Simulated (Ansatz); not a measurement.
# Calculations on C$_{3}$H$_{9}$BFN

## 1. Relaxation

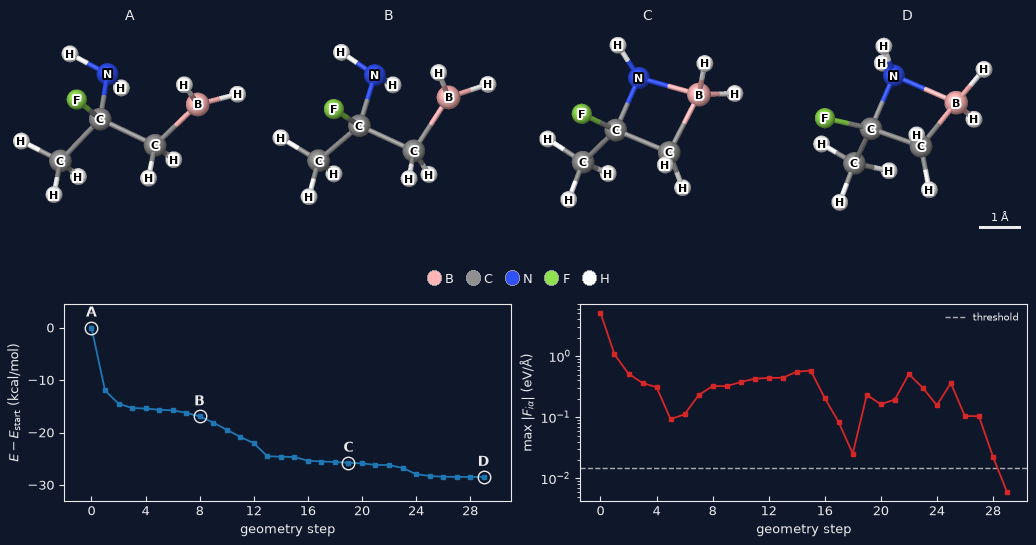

Frames of a relaxation of C₃H₉BFN, marked on the history of the run. Style: ball-and-stick. Shown at a tilt.

The run prepares an end point of a later path (torsion) calculation, from a guessed geometry.

Level of theory: Ansatz 0.2.0, RKS B3LYP/cc-pVDZ.

Input file:
```yaml
crystal:
  periodic: [false, false, false]
  atoms:
    - { symbol: B, position_ang: [-1.4246, -1.6034, 0.7475] }
    - { symbol: C, position_ang: [-0.535, -0.8935, -0.3688] }
    - { symbol: C, position_ang: [-0.0467, 0.4999, 0.0429] }
    - { symbol: C, position_ang: [0.9, 1.1248, -1.0764] }
    - { symbol: "N", position_ang: [0.7848, 0.3829, 1.266] }
    - { symbol: F, position_ang: [-1.0955, 1.3497, 0.2938] }
    - { symbol: H, position_ang: [-1.1467, -2.5895, 1.2277] }
    - { symbol: H, position_ang: [-2.4372, -1.0087, 1.0553] }
    - { symbol: H, position_ang: [-1.1157, -0.7845, -1.2641] }
    - { symbol: H, position_ang: [0.3273, -1.5714, -0.5364] }
    - { symbol: H, position_ang: [1.6921, 0.4722, -1.285] }
    - { symbol: H, position_ang: [1.2101, 2.1276, -0.7565] }
    - { symbol: H, position_ang: [0.1621, 1.2541, -2.0069] }
    - { symbol: H, position_ang: [1.051, 1.3605, 1.5994] }
    - { symbol: H, position_ang: [1.6523, -0.1714, 1.0907] }
basis:
  gaussian: { orbitals: cc-pVDZ }
hamiltonian:
  xc: b3lyp
relax:
  f_tol: 0.015
  max_steps: 40
```

Run as
```bash
ansatz run input.yaml --threads 2 --pin off --max-ram 3072MiB --backend cpu --events-out ev --progress --plain --runs-dir out
```

> Describe the path.

The atom that moves furthest after the best rigid fit is H7 (1.88 Å). Largest moves by element: H 1.88 Å, B 1.01 Å, F 0.88 Å, N 0.68 Å, C 0.68 Å. Near-neighbour distances that change, for instance: B1–N5 3.016 → 1.715 Å, B1–C3 2.611 → 2.211 Å, C4–H13 1.195 → 1.099 Å, B1–H7 1.131 → 1.217 Å. New bonds form: B1–N5 (3.02 → 1.72 Å). Among the angles between lasting bonds that change: B1–C2–C3 113.2° → 88.3°, B1–C2–H10 105.5° → 120.8°, C2–C3–N5 109.2° → 95.5°. Groups turn about C2–C3 by about 80°, C3–N5 by about 80°. The energy falls by 28.5 kcal/mol in 29 geometry steps. The largest force component goes from 5.1 to 0.006 eV/Å. Cost: 2.5 min on 2 threads of Arm Neoverse V1, with other jobs on the host, peak memory 0.34 GiB. From step 0 to 8: H7 moves most (0.52 Å), energy −16.9 kcal/mol. From step 8 to 19: H14 moves most (0.97 Å), energy −8.84 kcal/mol. From step 19 to 29: H7 moves most (0.94 Å), energy −2.70 kcal/mol.

| step | E − E(0), kcal/mol | largest force component, eV/Å |
| --- | --- | --- |
| 0 | 0.00 | 5.1334 |
| 1 | -11.98 | 1.0677 |
| 2 | -14.48 | 0.5150 |
| 3 | -15.35 | 0.3632 |
| 4 | -15.41 | 0.3098 |
| 5 | -15.66 | 0.0934 |
| 6 | -15.78 | 0.1115 |
| 7 | -16.24 | 0.2300 |
| 8 | -16.93 | 0.3232 |
| 9 | -18.09 | 0.3229 |
| 10 | -19.48 | 0.3757 |
| 11 | -20.83 | 0.4264 |
| 12 | -22.04 | 0.4403 |
| 13 | -24.51 | 0.4424 |
| 14 | -24.63 | 0.5550 |
| 15 | -24.66 | 0.5816 |
| 16 | -25.37 | 0.2058 |
| 17 | -25.53 | 0.0829 |
| 18 | -25.62 | 0.0253 |
| 19 | -25.78 | 0.2320 |
| 20 | -25.89 | 0.1633 |
| 21 | -26.18 | 0.1941 |
| 22 | -26.21 | 0.5078 |
| 23 | -26.76 | 0.3022 |
| 24 | -27.93 | 0.1572 |
| 25 | -28.29 | 0.3614 |
| 26 | -28.43 | 0.1046 |
| 27 | -28.46 | 0.1039 |
| 28 | -28.47 | 0.0228 |
| 29 | -28.47 | 0.0060 |

## 2. Relaxation

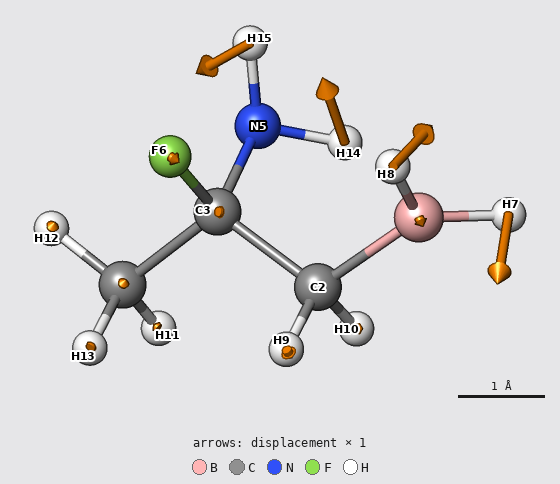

A relaxation of C3H9BFN. The starting structure is drawn; orange arrows show the displacements, at their true length. The two geometries are superimposed by the best rigid fit.

The picture is a ball-and-stick view, seen at a tilt.

The run prepares an end point of a later path (torsion) calculation, from a guessed geometry.

Level of theory: RKS B3LYP/cc-pVDZ in Ansatz. (no spin polarisation; force threshold 0.015 eV/Å; at most 40 steps)

**What happened in the run?**

The largest move after the best rigid fit is that of an H atom, 1.26 Å. Largest moves by element: H 1.26 Å, F 0.15 Å, B 0.13 Å, C 0.11 Å, N 0.04 Å. Among the contacts that change: C–H 1.195 → 1.100 Å, B–H 1.131 → 1.207 Å, C–F 1.373 → 1.445 Å, C–C 1.594 → 1.523 Å. Bond angles that change, for instance: C–B–H 115.1° → 122.9°, C–C–H 102.9° → 110.2°, H–C–H 110.9° → 104.2°. Groups turn about B–C by about 70°, C–N by about 65°. After 19 accepted moves (23 points after the start) the energy has fallen by 0.959 eV. Largest force component: 5 eV/Å at the start, 0.0055 eV/Å at the end. The line search rejected the trial steps at points 10, 14, 18, 20 of the run. Cost: 120 s on 2 threads of Arm Neoverse V1 (shared host), peak memory 0.34 GiB.

## 3. Path

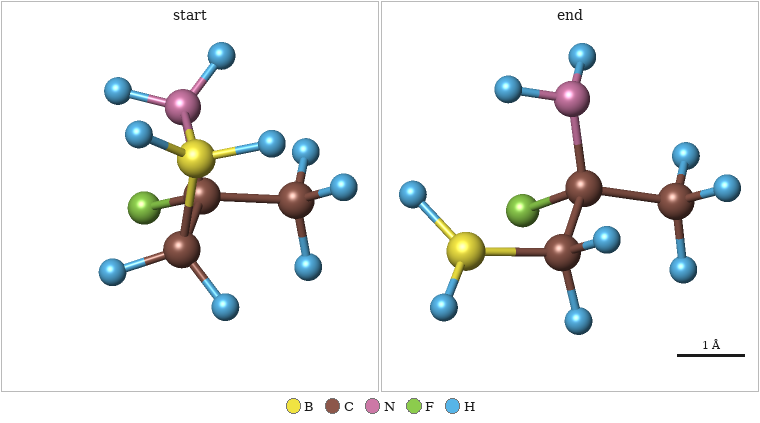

The two relaxed end points of a path for C₃H₉BFN. A ball-and-stick model, seen from a free direction.

Level of theory: RKS B3LYP/cc-pVDZ in Ansatz.

The input:
```yaml
crystal:
  periodic: [false, false, false]
  atoms:
    - { symbol: B, position_ang: [-0.417738, -1.300549, 0.828942] }
    - { symbol: C, position_ang: [-0.983451, -0.656185, -0.577585] }
    - { symbol: C, position_ang: [-0.171278, 0.596668, -0.278544] }
    - { symbol: C, position_ang: [1.183115, 0.705799, -0.94703] }
    - { symbol: "N", position_ang: [-0.031199, 0.329951, 1.196251] }
    - { symbol: F, position_ang: [-0.838439, 1.814846, -0.441965] }
    - { symbol: H, position_ang: [0.639019, -1.899293, 0.750919] }
    - { symbol: H, position_ang: [-1.199673, -1.732208, 1.650892] }
    - { symbol: H, position_ang: [-2.057386, -0.413822, -0.549864] }
    - { symbol: H, position_ang: [-0.746022, -1.120034, -1.54488] }
    - { symbol: H, position_ang: [1.765773, -0.213307, -0.793141] }
    - { symbol: H, position_ang: [1.741359, 1.570598, -0.55286] }
    - { symbol: H, position_ang: [1.034758, 0.852141, -2.026587] }
    - { symbol: H, position_ang: [-0.793761, 0.793181, 1.695944] }
    - { symbol: H, position_ang: [0.853225, 0.621514, 1.618707] }
basis:
  gaussian: { orbitals: cc-pVDZ }
hamiltonian:
  xc: b3lyp
neb:
  order_check: false
  images: 5
  f_tol: 0.03
  max_iterations: 60
  initial_path: idpp
  final_atoms:
    - { symbol: B, position_ang: [-1.45535856, -1.5319984, 0.6357908] }
    - { symbol: C, position_ang: [-0.41451032, -0.91237645, -0.349263] }
    - { symbol: C, position_ang: [0.13517423, 0.47581209, -0.01654254] }
    - { symbol: C, position_ang: [1.02169341, 1.06367552, -1.10647299] }
    - { symbol: "N", position_ang: [0.81801922, 0.46521003, 1.23513221] }
    - { symbol: F, position_ang: [-1.02597386, 1.33454757, 0.04335045] }
    - { symbol: H, position_ang: [-2.01750215, -2.5555006, 0.32913514] }
    - { symbol: H, position_ang: [-1.69538098, -1.05715788, 1.71941247] }
    - { symbol: H, position_ang: [-0.84744874, -0.906977, -1.3670414] }
    - { symbol: H, position_ang: [0.42284558, -1.63793277, -0.41387412] }
    - { symbol: H, position_ang: [1.92023821, 0.44498638, -1.24680335] }
    - { symbol: H, position_ang: [1.33575873, 2.08355189, -0.83278502] }
    - { symbol: H, position_ang: [0.47008492, 1.12023265, -2.05602561] }
    - { symbol: H, position_ang: [0.18755068, 0.1548306, 1.97567907] }
    - { symbol: H, position_ang: [1.12311165, 1.40839637, 1.47950688] }
```

Run as
```bash
ansatz run input.yaml --threads 2 --pin off --max-ram 3072MiB --backend cpu --events-out ev --progress --plain --runs-dir out
```

Q: What barrier does the band find between them, and by what path?

A: The highest point, image 3, lies 0.53 eV above the start and 0.17 eV above the end; the end is at +0.36 eV relative to the start. Breaking: B1–N5 (1.72 → 2.59 at the top → 3.08 Å). The band converged in 14 iterations, with a climbing image at the top. At the top, the vibrational analysis gives one imaginary mode (149i cm⁻¹), as a transition state must have.

Energies of the converged images:

```tsv
image	path (Å)	E (eV)
0	0.00	0.000
1	0.95	0.054
2	1.90	0.371
3	2.86	0.528
4	3.70	0.475
5	4.55	0.393
6	5.39	0.361
```

The geometry at the top of the path:

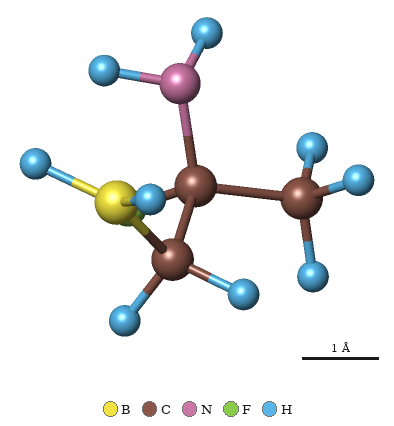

Cost: 5.2 min on 2 threads of Arm Neoverse V1, on a shared host, peak memory 0.35 GiB.
